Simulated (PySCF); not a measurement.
**CH3F4MoN (charge −1): geometry relaxation**

System: CH3F4MoN, charge −1, multiplicity 2, SMILES C[N]=[Mo-]([F])([F])([F])[F].
Method: PBE0-D3(BJ)/def2-SVP geometry optimisation, gas phase (PySCF 2.14.0).

It belongs to a series of runs on one base structure; here: ligand (all four): Cl to F.

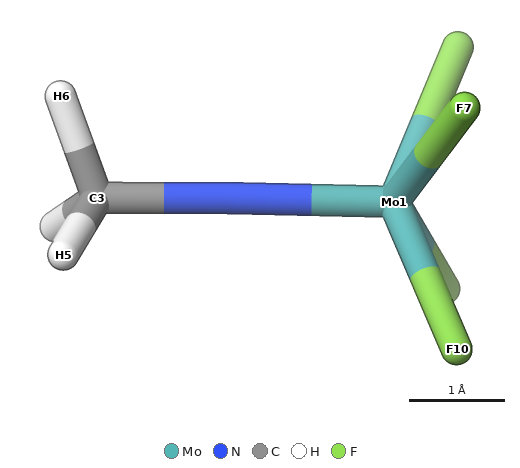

**Figure 1.** The structure as given in the input (stick view, seen at a tilt; atoms are numbered from 1 in the order of the input). Sticks mark near contacts. Bond lengths as drawn: C–H 0.96 to 1.15 Å, C–N 1.40 Å, F–Mo 1.88 to 2.05 Å and Mo–N 1.72 Å.

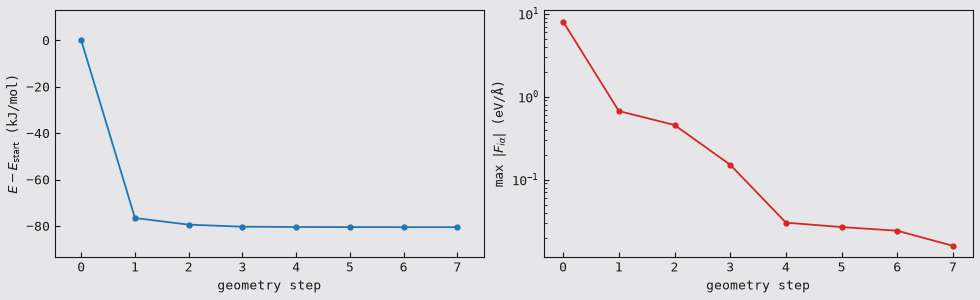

**Figure 2.** Progress of the relaxation, step by step (steps are counted from 0).

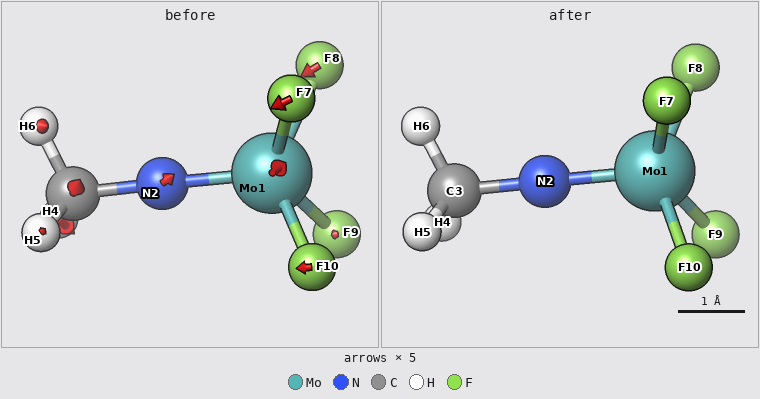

**Figure 3.** Before (left) and after (right) the relaxation, at one scale (ball-and-stick view, seen at a tilt). The red arrows give the displacements, magnified 5 times. After 7 geometry steps the energy has fallen by 80.5 kJ/mol. The largest force component goes from 8 to 0.016 eV/Å. H4 moves most after the best rigid fit: 0.094 Å. Largest moves by element: H 0.094 Å, Mo 0.092 Å, C 0.081 Å, F 0.075 Å, N 0.054 Å. Distances before and after: C3–H4 0.961 → 1.107 Å, Mo1–F8 2.049 → 1.924 Å, Mo1–F9 2.001 → 1.924 Å, Mo1–F10 1.880 → 1.923 Å. Among the angles that change: N2–Mo1–F7 113.0° → 107.3°, N2–C3–H4 116.8° → 111.6°, F8–Mo1–F10 139.8° → 144.8°. (Atoms are counted from 1 in the order of the input.)

The input that produced these results follows, with the program's output.

Input
```
{"job": {"xc": "PBE0", "basis": "def2-SVP", "d3": "d3bj", "grid": 1, "maxiter": 30, "shake": 0.03, "kind": "geom"}, "charge": -1, "multiplicity": 2}
Mo     0.070140    -0.070340    -1.273800
N     -0.017930    -0.017010     0.443370
C     -0.071110    -0.018000     1.840630
H     -0.930180     0.139270     2.240780
H      0.361030    -0.986890     2.222780
H      0.610160     0.809010     2.258660
F      1.877740     0.011350    -1.936590
F      0.048280     1.861750    -1.956300
F     -1.828690     0.021980    -1.898000
F      0.005210    -1.827870    -1.937110
```

The first line tells a small driver script what to run in PySCF; the rest is the geometry in Å.

Launched with:
```bash
OMP_NUM_THREADS=1 python <driver script> task.json out
```

The program's output
```
step   0  E = -561.59428502  max force = 0.155898
step   1  E = -561.62344046  max force = 0.013038
step   2  E = -561.62452882  max force = 0.008852
step   3  E = -561.62486685  max force = 0.002937
step   4  E = -561.62490959  max force = 0.000589
step   5  E = -561.62493019  max force = 0.000522
step   6  E = -561.62494003  max force = 0.000470
step   7  E = -561.62494629  max force = 0.000310
optimisation converged
```

Trajectory as extended XYZ (Å, eV, eV/Å), 8 frames, from step=0 to step=7
```
10
Properties=species:S:1:pos:R:3:forces:R:3 step=0 energy=-15281.75888
Mo    0.0701   -0.0703   -1.2738   -1.8810   3.5628  -1.0874
N    -0.0179   -0.0170    0.4434   -0.0105  -0.2117  -1.0087
C    -0.0711   -0.0180    1.8406    8.0166  -0.7703  -1.9279
H    -0.9302    0.1393    2.2408   -6.7018   0.9868   2.6174
H     0.3610   -0.9869    2.2228   -0.3714   0.5500   0.0222
H     0.6102    0.8090    2.2587   -0.5805  -0.8363  -0.3672
F     1.8777    0.0114   -1.9366   -0.1713  -0.3585   0.3675
F     0.0483    1.8618   -1.9563    0.1518  -1.8269   0.8347
F    -1.8287    0.0220   -1.8980    1.3618  -0.3383   0.5596
F     0.0052   -1.8279   -1.9371    0.1863  -0.7576  -0.0102
10
Properties=species:S:1:pos:R:3:forces:R:3 step=1 energy=-15282.55224
Mo    0.0009   -0.0077   -1.2960    0.4108  -0.2694  -0.2716
N    -0.0086    0.0070    0.4029   -0.1655  -0.0547   0.6705
C    -0.0058   -0.0114    1.8084    0.6168   0.1354  -0.1142
H    -1.0079    0.1514    2.2195   -0.3299  -0.0333   0.1802
H     0.3986   -0.9624    2.2067   -0.1569  -0.0689  -0.0079
H     0.6522    0.7825    2.2231   -0.1074   0.0039  -0.0566
F     1.8470   -0.0048   -1.7854    0.3979  -0.0691  -0.1273
F     0.0338    1.7751   -1.9381   -0.0166   0.6552  -0.1387
F    -1.7924    0.0132   -1.9224   -0.6501  -0.0505  -0.1231
F     0.0068   -1.8197   -1.9143    0.0009  -0.2487  -0.0112
10
Properties=species:S:1:pos:R:3:forces:R:3 step=2 energy=-15282.58185
Mo    0.0180   -0.0097   -1.3050   -0.0733   0.1807   0.0344
N    -0.0016    0.0060    0.4119   -0.0098  -0.0486  -0.4552
C    -0.0029   -0.0065    1.8179    0.0341   0.0474  -0.0537
H    -1.0212    0.1494    2.2266    0.0446  -0.0373   0.0051
H     0.3837   -0.9622    2.2198   -0.0643  -0.0588  -0.0010
H     0.6441    0.7895    2.2335   -0.0159   0.0618  -0.0081
F     1.8728   -0.0211   -1.8417   -0.1841  -0.0021   0.0730
F     0.0378    1.8199   -1.9349   -0.0123  -0.2988   0.1521
F    -1.8226   -0.0052   -1.9058    0.2693   0.0031   0.1300
F     0.0165   -1.8370   -1.9179    0.0117   0.1526   0.1235
10
Properties=species:S:1:pos:R:3:forces:R:3 step=3 energy=-15282.59105
Mo    0.0210   -0.0090   -1.3031   -0.0502   0.0615  -0.1510
N    -0.0006    0.0060    0.4046    0.0068  -0.0377   0.0104
C    -0.0029   -0.0050    1.8096    0.0506   0.0161  -0.0111
H    -1.0205    0.1472    2.2185    0.0004  -0.0119   0.0054
H     0.3776   -0.9645    2.2106   -0.0303  -0.0111   0.0050
H     0.6412    0.7948    2.2247   -0.0175   0.0109  -0.0034
F     1.8681   -0.0197   -1.8464   -0.0192   0.0027   0.0242
F     0.0357    1.8129   -1.9177   -0.0001  -0.0165   0.0350
F    -1.8143   -0.0060   -1.8895    0.0475   0.0046   0.0351
F     0.0193   -1.8333   -1.9068    0.0120  -0.0186   0.0503
10
Properties=species:S:1:pos:R:3:forces:R:3 step=4 energy=-15282.59221
Mo    0.0191   -0.0068   -1.3062    0.0254   0.0016   0.0045
N     0.0006    0.0052    0.4018    0.0012  -0.0225  -0.0108
C    -0.0005   -0.0058    1.8066    0.0019   0.0041  -0.0087
H    -1.0187    0.1441    2.2155    0.0016   0.0000   0.0016
H     0.3759   -0.9667    2.2082   -0.0033  -0.0005   0.0004
H     0.6408    0.7957    2.2220   -0.0033   0.0009   0.0012
F     1.8666   -0.0171   -1.8435    0.0111   0.0077  -0.0078
F     0.0330    1.8153   -1.9151   -0.0033   0.0275   0.0051
F    -1.8140   -0.0056   -1.8873   -0.0303   0.0034  -0.0071
F     0.0220   -1.8352   -1.8976   -0.0010  -0.0221   0.0216
10
Properties=species:S:1:pos:R:3:forces:R:3 step=5 energy=-15282.59277
Mo    0.0205   -0.0058   -1.3071   -0.0002  -0.0040  -0.0172
N     0.0027    0.0037    0.3998    0.0141  -0.0117   0.0266
C     0.0003   -0.0067    1.8044   -0.0268  -0.0010   0.0059
H    -1.0189    0.1421    2.2120    0.0071   0.0042  -0.0049
H     0.3744   -0.9681    2.2071    0.0092   0.0039  -0.0021
H     0.6394    0.7958    2.2207    0.0040  -0.0032   0.0019
F     1.8665   -0.0134   -1.8502    0.0054   0.0050  -0.0091
F     0.0309    1.8188   -1.9108   -0.0012   0.0174   0.0019
F    -1.8153   -0.0054   -1.8825   -0.0099   0.0001  -0.0122
F     0.0240   -1.8379   -1.8891   -0.0015  -0.0105   0.0092
10
Properties=species:S:1:pos:R:3:forces:R:3 step=6 energy=-15282.59304
Mo    0.0212   -0.0057   -1.3080   -0.0113   0.0050   0.0169
N     0.0051    0.0019    0.3993    0.0176  -0.0064  -0.0015
C     0.0006   -0.0075    1.8038   -0.0242  -0.0003   0.0068
H    -1.0192    0.1415    2.2098    0.0052   0.0029  -0.0040
H     0.3746   -0.9684    2.2075    0.0081   0.0026  -0.0008
H     0.6389    0.7955    2.2205    0.0045  -0.0027   0.0011
F     1.8655   -0.0099   -1.8574   -0.0035  -0.0002  -0.0081
F     0.0287    1.8218   -1.9057   -0.0007   0.0037   0.0009
F    -1.8157   -0.0057   -1.8813    0.0047  -0.0025  -0.0128
F     0.0250   -1.8401   -1.8840   -0.0005  -0.0021   0.0016
10
Properties=species:S:1:pos:R:3:forces:R:3 step=7 energy=-15282.59321
Mo    0.0213   -0.0054   -1.3081   -0.0139   0.0079   0.0159
N     0.0081   -0.0003    0.3991    0.0146  -0.0001  -0.0053
C     0.0009   -0.0084    1.8036   -0.0068   0.0022   0.0040
H    -1.0192    0.1412    2.2076   -0.0003  -0.0001  -0.0004
H     0.3758   -0.9684    2.2088    0.0013  -0.0002  -0.0002
H     0.6389    0.7949    2.2207    0.0016  -0.0005  -0.0005
F     1.8630   -0.0067   -1.8661   -0.0083  -0.0028  -0.0052
F     0.0259    1.8249   -1.8999   -0.0007  -0.0089   0.0031
F    -1.8155   -0.0067   -1.8819    0.0124  -0.0021  -0.0092
F     0.0256   -1.8418   -1.8794    0.0000   0.0045  -0.0024
```

Results in brief

```csv
quantity,value
outcome,converged
total energy,−561.624946 hartree
⟨S²⟩,0.758
point group,C1
hardware,"1 CPU thread, shared host"
wall time,2.7 min
peak memory,0.58 GiB
```
